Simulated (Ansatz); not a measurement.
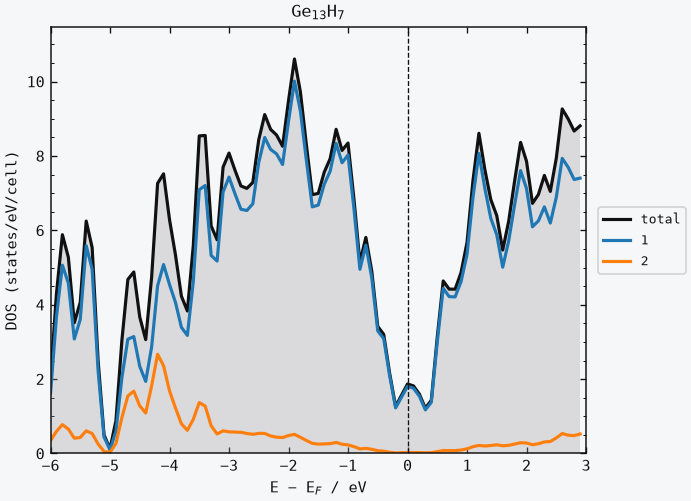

Density of states. Energies are counted from the Fermi level. The partial curves are projected on Löwdin-orthogonalised atomic shells.

Calculation on Ge13H7 (amorphous cell), 20 atoms in the cell.

Ansatz; DFT PBE, scalar-relativistic, plane waves, PAW, no spin polarisation, 5×5×4 k mesh.

**The numbered curves are projections. Which is which? The candidates: Ge, H.**

1 is Ge; 2 is H.

**What is the density of states at the Fermi level?**

It is a metal. The density of states at the Fermi level is about 1.6 per eV and cell (mean within 0.25 eV), or 0.081 per atom.
